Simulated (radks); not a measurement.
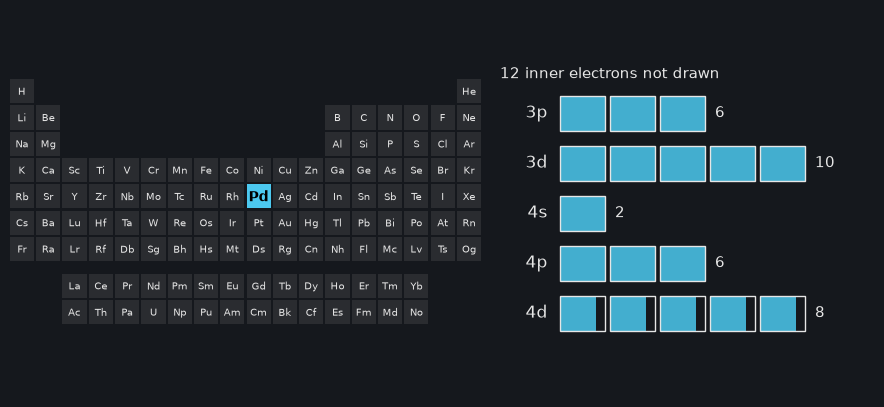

Fig. 1: Left, the place of palladium in the periodic table; right, the outer shells as the input fills them: a box for each of the 2l + 1 orbitals, shaded by the share of the shell that is filled, with the electron count at the right.

# Atomic calculation, with input and output: Pd²⁺

Pd²⁺ (Z = 46, 44 electrons) in the configuration [Kr] 4d8 (high spin). Computed at this level: scalar-relativistic Kohn-Sham, PBE, spin-polarised, spherical densities, finite nucleus (the in-house radial solver radks).

## Input
```
Z 46
configuration [Kr] 4d8
relativity scalar-relativistic
functional pbe,pbe
spin polarised
nucleus finite rms 4.5318 fm
c 137.035999084
history 20
max_iterations 92
```

Energies in input and log are in hartree, lengths in bohr (the nuclear radius in fm).

The run was one of a batch that the task file lists, launched with:
```bash
python <driver script> task.json out
```

## Output
```
1s      1   1.0000        -888.98771302
2s      1   1.0000        -130.60039599
2p      1   3.0000        -117.18743243
3s      1   1.0000         -24.31261575
3p      1   3.0000         -19.90426701
3d      1   5.0000         -12.90390599
4s      1   1.0000          -4.08402505
4p      1   3.0000          -2.82157313
4d      1   5.0000          -1.02870131
1s      2   1.0000        -888.98780600
2s      2   1.0000        -130.58750868
2p      2   3.0000        -117.17769851
3s      2   1.0000         -24.30626723
3p      2   3.0000         -19.89697306
3d      2   5.0000         -12.89235472
4s      2   1.0000          -4.03062508
4p      2   3.0000          -2.76598315
4d      2   3.0000          -0.97473699
Etot -5044.721251509248
Ekin 5232.520989815817
Encl -12150.161314451936
Eh 2016.0578010808767
Exc -143.13872795400565
err 6.49736782726238e-09
it 20
```

## Outcome

- outcome: converged
- total energy: −5044.7213 hartree
- kinetic energy: 5232.5210 hartree
- electron–nucleus energy: −12150.1613 hartree
- Hartree energy: 2016.0578 hartree
- exchange–correlation energy: −143.138728 hartree
- radius at density 0.001 e/bohr³: 3.36 bohr
- SCF iterations: 20
- hardware: 1 thread of Intel Xeon, 108 GiB of memory available, shared host

## What is odd here

A numerical setting was moved from its usual value: mixing history nhist = 20. The program ran to the end, and its total energy equals that of the same run with the usual input (−5044.72125 hartree) within 10⁻⁵ hartree, so the oddity leaves no trace in it.
